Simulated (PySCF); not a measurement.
**BCl2O (SMILES [O]B(Cl)Cl) at UHF-D3(0)/pc-0 (density fitting)**

What is the vertical doublet–quartet gap of BCl2O at UHF-D3(0)/pc-0 (density fitting)? The job is set up through a Python script.

Program for the calculation: PySCF 2.14.0.

3 further runs of the same task are left out: 2 that didn't finish, 1 set aside as unsound or not needed.

**1. The molecule**

The species is BCl2O (4 atoms), meant as a doublet with charge 0. As SMILES, `[O]B(Cl)Cl`. Geometry: relaxed at PBE0-D4/def2-TZVP.

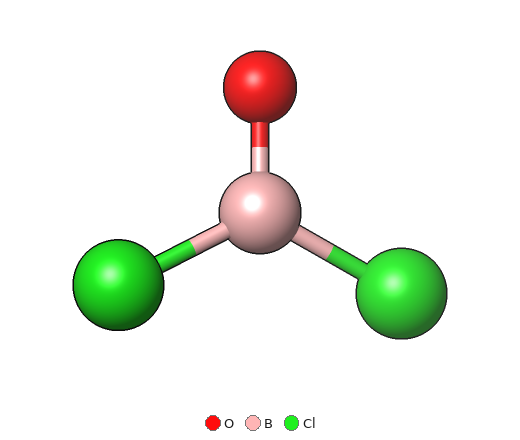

The structure, seen from a chosen angle (oxygen red, boron pink, chlorine green).

**2. A single-point energy at UHF-D3(0)/pc-0 (density fitting)**

File input.py:

```python
# [O]B(Cl)Cl
from pyscf import gto, scf

mol = gto.M(
    atom='''
O
B 1 1.327637
Cl 2 1.744041 1 117.69628
Cl 2 1.74405 1 117.69969 3 179.99788
''',
    max_memory=1860,
    verbose=4,
    basis='pc-0',
    spin=1,
)

mf = scf.UHF(mol)
mf = mf.density_fit()
mf.disp = 'd3zero'
mf.kernel()
if not mf.converged:
    mf = mf.newton().run(mf.mo_coeff, mf.mo_occ)

e_tot = mf.e_tot
print('E(%s) = %.9f' % ('HF', e_tot))
```

The run is started by

```console
$ OMP_NUM_THREADS=1 python input.py
```

Output:

```text
PySCF version 2.14.0

[INPUT] num. atoms = 4
[INPUT] num. electrons = 47
[INPUT] charge = 0
[INPUT] spin (= nelec alpha-beta = 2S) = 1
[INPUT] symmetry False subgroup None
[INPUT] Mole.unit = angstrom
[INPUT] Symbol           X                Y                Z      unit          X                Y                Z       unit  Magmom
[INPUT]  1 O      0.000000000000   0.000000000000   0.000000000000 AA    0.000000000000   0.000000000000   0.000000000000 Bohr   0.0
[INPUT]  2 B      1.327637000000   0.000000000000   0.000000000000 AA    2.508870322839   0.000000000000   0.000000000000 Bohr   0.0
[INPUT]  3 Cl     2.138240327863   0.000000000000   1.544215417142 AA    4.040688608161   0.000000000000   2.918144215729 Bohr   0.0
[INPUT]  4 Cl     2.138336415066  -0.000057135994  -1.544175138268 AA    4.040870186660  -0.000107971380  -2.918068099690 Bohr   0.0

nuclear repulsion = 171.614503015149
number of shells = 8
number of NR pGTOs = 80
number of NR cGTOs = 44
basis = pc-0
ecp = {}

******** <class 'pyscf.df.df_jk.DFUHF'> ********
method = DFUHF
initial guess = minao
damping factor = 0
level_shift factor = 0
DIIS = <class 'pyscf.scf.diis.CDIIS'>
diis_start_cycle = 1
diis_space = 8
diis_damp = 0
SCF conv_tol = 1e-09
SCF conv_tol_grad = None
SCF max_cycles = 50
direct_scf = False
number electrons alpha = 24  beta = 23
Set gradient conv threshold to 3.16228e-05
******** <class 'pyscf.df.df.DF'> ********
auxbasis = None
ETB for Cl: l = 0, exps = 0.68314 * 2^n , n = 0..15
ETB for Cl: l = 1, exps = 0.5265021834712559 * 2^n , n = 0..12
ETB for Cl: l = 2, exps = 0.40578 * 2^n , n = 0..9
ETB for O: l = 0, exps = 1.15848 * 2^n , n = 0..10
ETB for O: l = 1, exps = 0.9013813639076415 * 2^n , n = 0..7
ETB for O: l = 2, exps = 0.70134 * 2^n , n = 0..4
ETB for B: l = 0, exps = 0.3876 * 2^n , n = 0..10
ETB for B: l = 1, exps = 0.30341844373735755 * 2^n , n = 0..7
ETB for B: l = 2, exps = 0.23752 * 2^n , n = 0..4

WARN: Even tempered Gaussians are generated as DF auxbasis for  Cl O B

Calc dispersion correction with DFTD3.
Parameters: xc=hf, version=d3zero, atm=False
init E= -1018.17725968229
[... the frontier-level lines of each cycle are left out ...]

cycle= 1 E= -1017.69188089214  delta_E= 0.485  |g|= 0.431  |ddm|= 1.97
cycle= 2 E= -1017.79894715661  delta_E= -0.107  |g|= 0.385  |ddm|= 0.68
cycle= 3 E= -1017.86507795971  delta_E= -0.0661  |g|= 0.0932  |ddm|= 0.287
cycle= 4 E= -1017.8850624381  delta_E= -0.02  |g|= 0.0388  |ddm|= 0.21
cycle= 5 E= -1017.88937891154  delta_E= -0.00432  |g|= 0.0142  |ddm|= 0.134
cycle= 6 E= -1017.88956009208  delta_E= -0.000181  |g|= 0.00715  |ddm|= 0.0269
cycle= 7 E= -1017.88962806977  delta_E= -6.8e-05  |g|= 0.00163  |ddm|= 0.0177
cycle= 8 E= -1017.88963315471  delta_E= -5.08e-06  |g|= 0.000634  |ddm|= 0.00599
cycle= 9 E= -1017.88963381822  delta_E= -6.64e-07  |g|= 0.000256  |ddm|= 0.00155
cycle= 10 E= -1017.88963395788  delta_E= -1.4e-07  |g|= 7.54e-05  |ddm|= 0.000744
cycle= 11 E= -1017.8896339714  delta_E= -1.35e-08  |g|= 1.97e-05  |ddm|= 0.000255
cycle= 12 E= -1017.88963397228  delta_E= -8.82e-10  |g|= 6.27e-06  |ddm|= 6.91e-05
Extra cycle  E= -1017.88963397234  delta_E= -6.05e-11  |g|= 3.6e-06  |ddm|= 1.29e-05
converged SCF energy = -1017.88963397234  <S^2> = 0.75757101  2S+1 = 2.0075567
E(HF) = -1017.889633972
```

Run time: 1.2 s. Hardware: 1 thread of AMD EPYC 7R43 (Zen 3), shared host; peak memory 0.13 GiB.

**3. The quartet at the same level**

File input.py:

```python
from pyscf import gto, scf

mol = gto.Mole()
mol.atom = '''
O
B 1 1.327637
Cl 2 1.744041 1 117.69628
Cl 2 1.74405 1 117.69969 3 179.99788
'''
mol.basis = 'pc-0'
mol.verbose = 4
mol.spin = 3
mol.max_memory = 1860
mol.build()

mf = scf.UHF(mol)
mf = mf.density_fit()
mf.disp = 'd3zero'
mf.kernel()
if not mf.converged:
    mf = mf.newton().run(mf.mo_coeff, mf.mo_occ)

e_tot = mf.e_tot
print('E(%s) = %.9f' % ('HF', e_tot))
```

The run is started by

```console
$ OMP_NUM_THREADS=1 python input.py
```

Output:

```text
PySCF version 2.14.0

[INPUT] num. atoms = 4
[INPUT] num. electrons = 47
[INPUT] charge = 0
[INPUT] spin (= nelec alpha-beta = 2S) = 3
[INPUT] symmetry False subgroup None
[INPUT] Mole.unit = angstrom
[INPUT] Symbol           X                Y                Z      unit          X                Y                Z       unit  Magmom
[INPUT]  1 O      0.000000000000   0.000000000000   0.000000000000 AA    0.000000000000   0.000000000000   0.000000000000 Bohr   0.0
[INPUT]  2 B      1.327637000000   0.000000000000   0.000000000000 AA    2.508870322839   0.000000000000   0.000000000000 Bohr   0.0
[INPUT]  3 Cl     2.138240327863   0.000000000000   1.544215417142 AA    4.040688608161   0.000000000000   2.918144215729 Bohr   0.0
[INPUT]  4 Cl     2.138336415066  -0.000057135994  -1.544175138268 AA    4.040870186660  -0.000107971380  -2.918068099690 Bohr   0.0

nuclear repulsion = 171.614503015149
number of shells = 8
number of NR pGTOs = 80
number of NR cGTOs = 44
basis = pc-0
ecp = {}

******** <class 'pyscf.df.df_jk.DFUHF'> ********
method = DFUHF
initial guess = minao
damping factor = 0
level_shift factor = 0
DIIS = <class 'pyscf.scf.diis.CDIIS'>
diis_start_cycle = 1
diis_space = 8
diis_damp = 0
SCF conv_tol = 1e-09
SCF conv_tol_grad = None
SCF max_cycles = 50
direct_scf = False
number electrons alpha = 25  beta = 22
Set gradient conv threshold to 3.16228e-05
******** <class 'pyscf.df.df.DF'> ********
auxbasis = None
ETB for O: l = 0, exps = 1.15848 * 2^n , n = 0..10
ETB for O: l = 1, exps = 0.9013813639076415 * 2^n , n = 0..7
ETB for O: l = 2, exps = 0.70134 * 2^n , n = 0..4
ETB for B: l = 0, exps = 0.3876 * 2^n , n = 0..10
ETB for B: l = 1, exps = 0.30341844373735755 * 2^n , n = 0..7
ETB for B: l = 2, exps = 0.23752 * 2^n , n = 0..4
ETB for Cl: l = 0, exps = 0.68314 * 2^n , n = 0..15
ETB for Cl: l = 1, exps = 0.5265021834712559 * 2^n , n = 0..12
ETB for Cl: l = 2, exps = 0.40578 * 2^n , n = 0..9

WARN: Even tempered Gaussians are generated as DF auxbasis for  O B Cl

Calc dispersion correction with DFTD3.
Parameters: xc=hf, version=d3zero, atm=False
init E= -1018.17725968229
[... the frontier-level lines of each cycle are left out ...]


cycle= 1 E= -1017.41219634409  delta_E= 0.765  |g|= 0.431  |ddm|= 2.44


cycle= 2 E= -1017.55381951216  delta_E= -0.142  |g|= 0.257  |ddm|= 0.67


cycle= 3 E= -1017.5851802702  delta_E= -0.0314  |g|= 0.0585  |ddm|= 0.234


cycle= 4 E= -1017.59087552885  delta_E= -0.0057  |g|= 0.0177  |ddm|= 0.128
cycle= 5 E= -1017.59143470348  delta_E= -0.000559  |g|= 0.00631  |ddm|= 0.046
cycle= 6 E= -1017.59151986377  delta_E= -8.52e-05  |g|= 0.00252  |ddm|= 0.0213
cycle= 7 E= -1017.59153594418  delta_E= -1.61e-05  |g|= 0.000989  |ddm|= 0.00912
cycle= 8 E= -1017.59154004202  delta_E= -4.1e-06  |g|= 0.00054  |ddm|= 0.00386
cycle= 9 E= -1017.59154197999  delta_E= -1.94e-06  |g|= 0.000231  |ddm|= 0.00332
cycle= 10 E= -1017.59154233705  delta_E= -3.57e-07  |g|= 9.14e-05  |ddm|= 0.00151
cycle= 11 E= -1017.59154238979  delta_E= -5.27e-08  |g|= 5.6e-05  |ddm|= 0.000573
cycle= 12 E= -1017.59154240934  delta_E= -1.95e-08  |g|= 5.89e-05  |ddm|= 0.000261
cycle= 13 E= -1017.59154238568  delta_E= 2.37e-08  |g|= 4.59e-05  |ddm|= 0.000338
cycle= 14 E= -1017.59154235943  delta_E= 2.62e-08  |g|= 1.43e-05  |ddm|= 0.000753
cycle= 15 E= -1017.59154235867  delta_E= 7.64e-10  |g|= 5.84e-06  |ddm|= 0.000128
Extra cycle  E= -1017.59154235874  delta_E= -6.84e-11  |g|= 4.01e-06  |ddm|= 1.23e-05
converged SCF energy = -1017.59154235874  <S^2> = 3.7714479  2S+1 = 4.0107096
E(HF) = -1017.591542359
```

It took 1.2 s on 1 thread of AMD EPYC 7R43 (Zen 3), shared host; peak memory 0.13 GiB.

**4. Results**

Level: UHF-D3(0)/pc-0 (density fitting).

```
                                        quantity           value
                           doublet: total energy  -1017.88963 Eh
                          doublet: dipole moment          0.01 D
     doublet: HOMO energy (highest over α and β)       -13.47 eV
      doublet: LUMO energy (lowest over α and β)         0.29 eV
                      doublet: dispersion energy    -3.89 kJ/mol
                                   doublet: ⟨S²⟩           0.758
                           quartet: total energy  -1017.59154 Eh
                          quartet: dipole moment          2.27 D
     quartet: HOMO energy (highest over α and β)        -5.56 eV
      quartet: LUMO energy (lowest over α and β)        -5.44 eV
                      quartet: dispersion energy    -3.89 kJ/mol
                                   quartet: ⟨S²⟩           3.771
vertical energy of the quartet above the doublet        8.111 eV
```

At this shape the quartet lies 8.11 eV (187 kcal/mol) above the doublet. Mulliken charges (doublet) run from -0.18 on O1 to +0.37 on B2.
